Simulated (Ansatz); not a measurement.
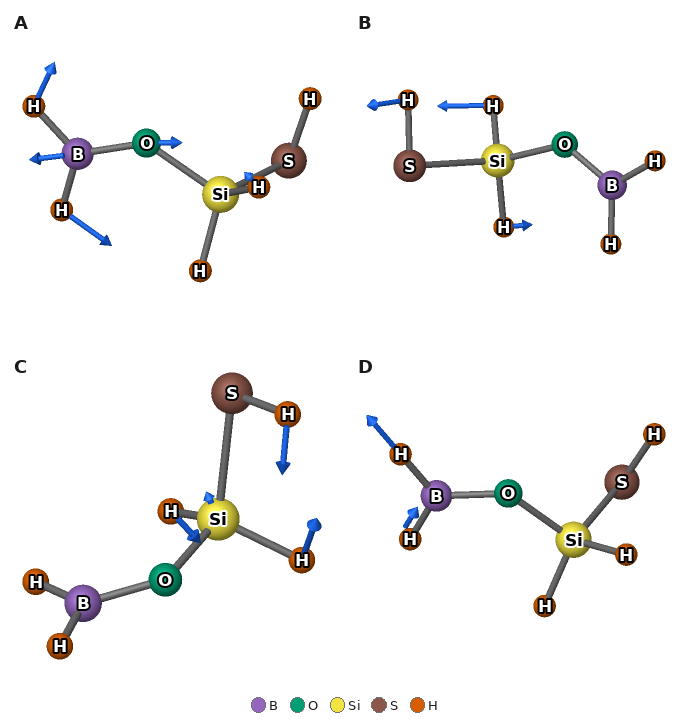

4 normal modes of one molecule or complex, as arrows. Harmonic vibrations computed with RKS PBE0-D4/def2-TZVP (Ansatz 0.2.0) at a stationary point of the same level.

Match the panels to the wavenumbers 531 cm⁻¹, 807 cm⁻¹, 1382 cm⁻¹, 2640 cm⁻¹.

Answer. A: 1382 cm⁻¹
B: 807 cm⁻¹, angle bending
C: 531 cm⁻¹
D: 2640 cm⁻¹, out-of-phase stretching of 2 B–H bonds
